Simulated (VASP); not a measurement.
Band structure of BaTiO$_{3}$ (tetragonal perovskite). Level of theory: MS2 meta-GGA, VASP's PBE PAW potentials (set 64) (plane waves; VASP).

Unless said otherwise, spin-orbit coupling is left out, though it shifts the bands of the heavy elements here.

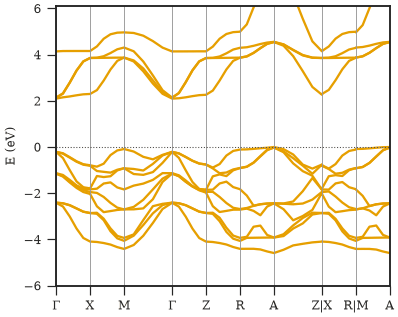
Figure: Bands along high-symmetry lines, zero at the valence-band maximum or, without a gap, the Fermi level

Read the plot: is there a gap, and where are the band edges?

The gap is indirect, 2.10 eV, from the valence maximum at A to the conduction minimum at Γ.

The compound is BaTiO3 in the tetragonal perovskite structure. It was relaxed first.
